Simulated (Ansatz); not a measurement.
**Geometry relaxation of CuCl₄ (charge −2)**

- system: CuCl₄, charge −2, multiplicity 2
- method: UKS PBE-D4/def2-SVPD (Ansatz 0.2.0)

The geometry comes from this level: GFN2-xTB. Figures and captions count atoms from 1; the log counts them from 0 in places.

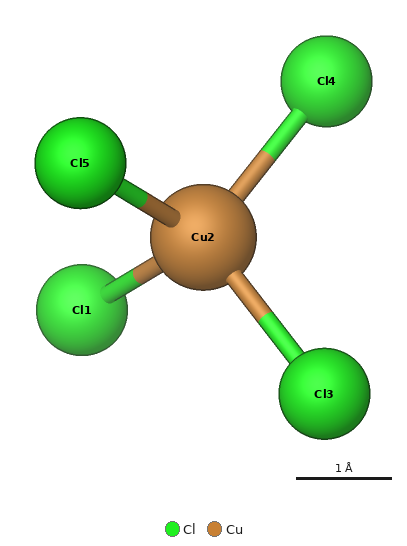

Figure 1. The starting structure (ball-and-stick view, seen at a tilt; atoms are numbered from 1 in the order of the input). Sticks mark near contacts. Bond lengths as drawn: Cl–Cu 2.22 to 2.23 Å.

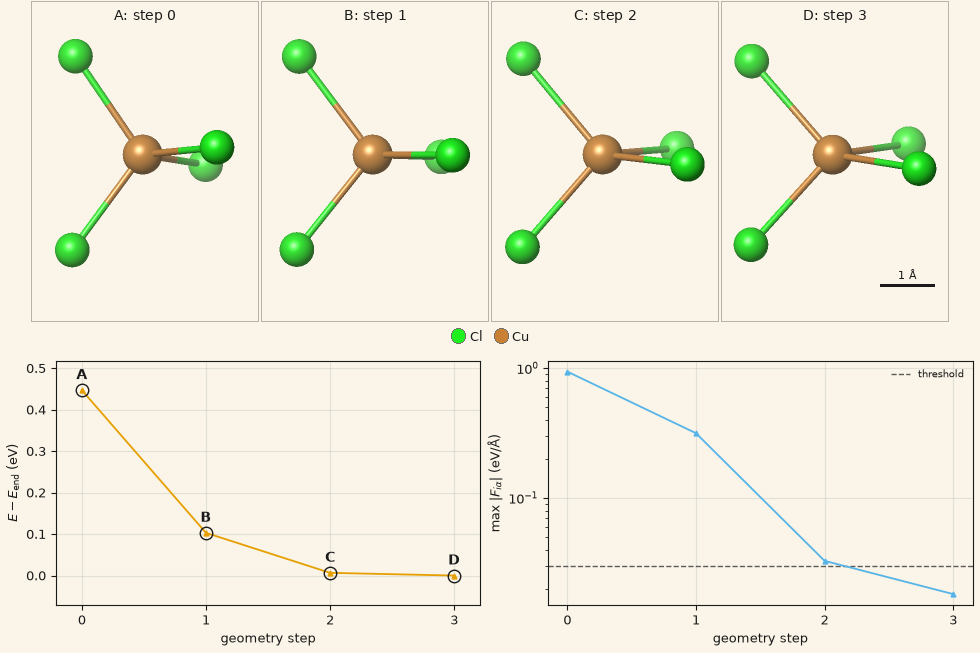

Figure 2. Frames of the relaxation (ball-and-stick view, seen at a tilt) above the curves, on which the letters mark them (the first geometry is step 0 here and step 1 in the log).

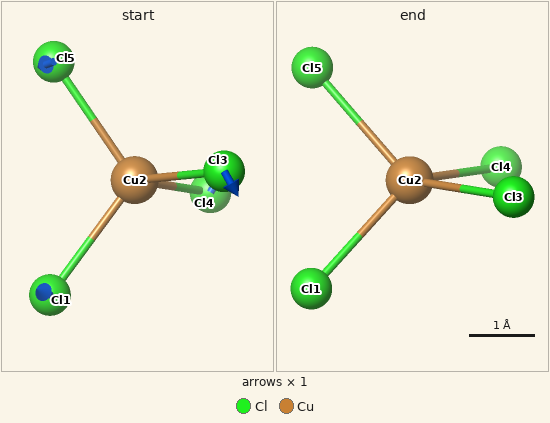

Figure 3. Before (left) and after (right) the relaxation, at one scale (ball-and-stick view, seen at a tilt). The blue arrows give the displacements, at true length. Over 3 geometry steps the energy falls by 0.447 eV. Largest force component: 0.94 eV/Å at the start, 0.018 eV/Å at the end. The largest moves after the best rigid fit, 0.46 Å, are those of Cl1, Cl3, Cl4 and Cl5. Cu stays in place. Among the contacts that change: Cu2–Cl3 2.225 → 2.356 Å, Cl1–Cu2 2.226 → 2.356 Å. Among the angles that change: Cl1–Cu2–Cl4 109.5° → 131.6°, Cl3–Cu2–Cl5 109.5° → 131.6°, Cl4–Cu2–Cl5 109.4° → 99.5°. (Atoms are counted from 1 in the order of the input.)

The input and output of the run follow.

**Input file**
```yaml
crystal:
  periodic: [false, false, false]
  atoms:
    - { symbol: Cl, position_ang: [-0.59012, 1.8687, 1.05538] }
    - { symbol: Cu, position_ang: [0.00052, -0.00089, 0.00042] }
    - { symbol: Cl, position_ang: [0.27885, -1.63712, 1.48195] }
    - { symbol: Cl, position_ang: [-1.59363, -0.57225, -1.44463] }
    - { symbol: Cl, position_ang: [1.90563, 0.34013, -1.09863] }
magnetization:
  spin_polarized: true
  initial_magnetization: 1
total_charge: -2
basis:
  gaussian: { orbitals: def2-SVPD }
hamiltonian:
  xc: pbe
  dispersion: d4
relax:
  f_tol: 0.03
  max_steps: 200
```

Run as:
```bash
ansatz run input.yaml --threads 4 --pin off --max-ram 10240MiB --backend cpu --events-out ev --progress --plain --runs-dir out
```

**Log**
```
The last accepted step is kept in [file] (removed where the run ends without a failure and the disk answers)
Engine: ansatz 0.2.0, aarch64-unknown-linux-gnu
Functional definition: PBE
  parameter kappa = 0.804
  parameter beta = 0.06672455060314922
  exchange = pbe_x(kappa = kappa, mu = beta*pi^2/3)
  correlation = pbe_c(beta = beta)
1504 factors; their error is unknown
mean field evaluation 1: about -93654.8529 eV, gradient 2.8e2 eV
mean field evaluation 2: about -91120.7789 eV, gradient 7.1e2 eV
mean field evaluation 4: about -94540.5795 eV, gradient 1.6e2 eV
mean field evaluation 8: about -94683.7880 eV, gradient 3.4e1 eV
mean field evaluation 16: about -94688.7225 eV, gradient 3.3e0 eV
mean field evaluation 32: about -94688.7408 eV, gradient 1.3e-5 eV
mean field evaluation 64: about -94688.7372 eV, gradient 6.9e-2 eV
mean field evaluation 96: about -94688.7411 eV, gradient 6.3e-8 eV
mean field evaluation 128: about -94688.6957 eV, gradient 3.1e0 eV
mean field evaluation 160: about -94688.5450 eV, gradient 5.4e0 eV
mean field -94688.74113638 eV, -3479.7470544281 hartree, gradient 2.2e-7 eV, S^2 0.750789; 20 other end points of the search recorded, 0 dependent functions left out
the calculation of the forces begins
reference -94688.74117755 eV, -3479.7470559410 hartree; 50, 49 occupied and 92, 93 virtual orbitals, 1504 factors
relax step   1: F+E_penalty+E_count = -94688.99706971 eV  Δ(F+E_penalty+E_count) = +0.000e0 eV  max|allowed force component| = 9.403e-1 eV/Å  Δτ_max = 0.0000 Å  (792 SCF iters, accepted)
these checks for a lower state are left out or cut short: starts, cluster_reference, orbital_swaps, neighbouring_geometries, increment
1504 factors; their error is unknown
mean field -94689.09741233 eV, -3479.7601473276 hartree, gradient 1.4e-5 eV, S^2 0.750786; 1 other end points of the search recorded, 0 dependent functions left out
the calculation of the forces begins
reference -94689.09745338 eV, -3479.7601488362 hartree; 50, 49 occupied and 92, 93 virtual orbitals, 1504 factors
relax step   2: F+E_penalty+E_count = -94689.34115670 eV  Δ(F+E_penalty+E_count) = -3.441e-1 eV  max|allowed force component| = 3.156e-1 eV/Å  Δτ_max = 0.1834 Å  (72 SCF iters, accepted)
these checks for a lower state are left out or cut short: starts, cluster_reference, orbital_swaps, neighbouring_geometries, increment
1504 factors; their error is unknown
mean field evaluation 192: about -94689.2010 eV, gradient 9.3e-2 eV
mean field -94689.20098300 eV, -3479.7639534797 hartree, gradient 2.3e-5 eV, S^2 0.750806; 0 other end points of the search recorded, 0 dependent functions left out
the calculation of the forces begins
reference -94689.20102361 eV, -3479.7639549719 hartree; 50, 49 occupied and 92, 93 virtual orbitals, 1504 factors
relax step   3: F+E_penalty+E_count = -94689.43760442 eV  Δ(F+E_penalty+E_count) = -9.645e-2 eV  max|allowed force component| = 3.281e-2 eV/Å  Δτ_max = 0.1943 Å  (43 SCF iters, accepted)
these checks for a lower state are left out or cut short: starts, cluster_reference, orbital_swaps, neighbouring_geometries, increment
1504 factors; their error is unknown
mean field -94689.20726729 eV, -3479.7641844229 hartree, gradient 1.3e-5 eV, S^2 0.750820; 0 other end points of the search recorded, 0 dependent functions left out
the calculation of the forces begins
reference -94689.20730784 eV, -3479.7641859130 hartree; 50, 49 occupied and 92, 93 virtual orbitals, 1504 factors
relax step   4: F+E_penalty+E_count = -94689.44416620 eV  Δ(F+E_penalty+E_count) = -6.562e-3 eV  max|allowed force component| = 1.819e-2 eV/Å  Δτ_max = 0.0920 Å  (36 SCF iters, accepted)
1504 factors; their error is unknown
mean field evaluation 224: about -94689.2073 eV, gradient 2.2e-3 eV
mean field evaluation 256: about -94688.6388 eV, gradient 7.6e-2 eV
mean field -94689.20726729 eV, -3479.7641844229 hartree, gradient 1.3e-5 eV, S^2 0.750820; 9 other end points of the search recorded, 0 dependent functions left out
the calculation of the forces begins
reference -94689.20730784 eV, -3479.7641859130 hartree; 50, 49 occupied and 92, 93 virtual orbitals, 1504 factors
Total energy: -94689.44420675 eV, -3479.7728917874 hartree
Atom 0 at    -0.227880     1.931590     1.330828 Å, force     0.004446    -0.018193    -0.006054 eV/Å
Atom 1 at     0.000044    -0.000084     0.001584 Å, force     0.000527    -0.000267    -0.008867 eV/Å
Atom 2 at    -0.139991    -1.657967     1.668984 Å, force    -0.002493     0.015885    -0.009076 eV/Å
Atom 3 at    -1.412149    -0.954283    -1.624803 Å, force     0.009577     0.003481     0.013320 eV/Å
Atom 4 at     1.781227     0.679313    -1.382103 Å, force    -0.012056    -0.000906     0.010677 eV/Å
Dipole moment:     0.000191    -0.000211     0.000230 e Å
```

**Trajectory as extended XYZ (Å, eV, eV/Å), 4 frames, from step=1 to step=4**
```
5
Properties=species:S:1:pos:R:3:forces:R:3 step=1 energy=-94688.99707
Cl   -0.5901    1.8687    1.0554   -0.0773   0.9403   0.6699
Cu    0.0005   -0.0009    0.0004   -0.0026   0.0070  -0.0085
Cl    0.2788   -1.6371    1.4820   -0.1061  -0.8118   0.8324
Cl   -1.5936   -0.5723   -1.4446   -0.6617  -0.4961  -0.7989
Cl    1.9056    0.3401   -1.0986    0.8477   0.3605  -0.6949
5
Properties=species:S:1:pos:R:3:forces:R:3 step=2 energy=-94689.34116
Cl   -0.4632    1.9219    1.1763    0.0282   0.3156   0.2613
Cu    0.0005   -0.0006    0.0006   -0.0013   0.0040  -0.0039
Cl    0.1254   -1.6707    1.5762   -0.0968  -0.2687   0.3028
Cl   -1.5504   -0.7256   -1.5355   -0.1945  -0.2204  -0.2899
Cl    1.8890    0.4736   -1.2231    0.2644   0.1696  -0.2702
5
Properties=species:S:1:pos:R:3:forces:R:3 step=3 energy=-94689.43760
Cl   -0.3075    1.9390    1.2912    0.0290   0.0045   0.0191
Cu    0.0007   -0.0007   -0.0028   -0.0017   0.0024   0.0063
Cl   -0.0534   -1.6705    1.6517   -0.0328  -0.0035   0.0137
Cl   -1.4725   -0.8872   -1.6070    0.0161  -0.0296  -0.0150
Cl    1.8339    0.6180   -1.3387   -0.0106   0.0261  -0.0240
5
Properties=species:S:1:pos:R:3:forces:R:3 step=4 energy=-94689.44417
Cl   -0.2279    1.9316    1.3308    0.0044  -0.0182  -0.0061
Cu    0.0000   -0.0001    0.0016    0.0005  -0.0003  -0.0089
Cl   -0.1400   -1.6580    1.6690   -0.0025   0.0159  -0.0091
Cl   -1.4121   -0.9543   -1.6248    0.0096   0.0035   0.0133
Cl    1.7812    0.6793   -1.3821   -0.0121  -0.0009   0.0107
```

**Key numbers**

| quantity | value |
| --- | --- |
| outcome | converged |
| total energy | −94689.4442 eV |
| mean-field energy | −94689.2073 eV |
| ⟨S²⟩ | 0.751 |
| SCF solution under orbital rotations | stable |
| largest force (length of the vector) at the end | 0.020 eV/Å |
| hardware | 4 threads of Arm Neoverse V1, 24 GiB of memory available, shared host |
| wall time | 85 s (CPU time 5.4 min) |
| peak memory | 0.49 GiB |
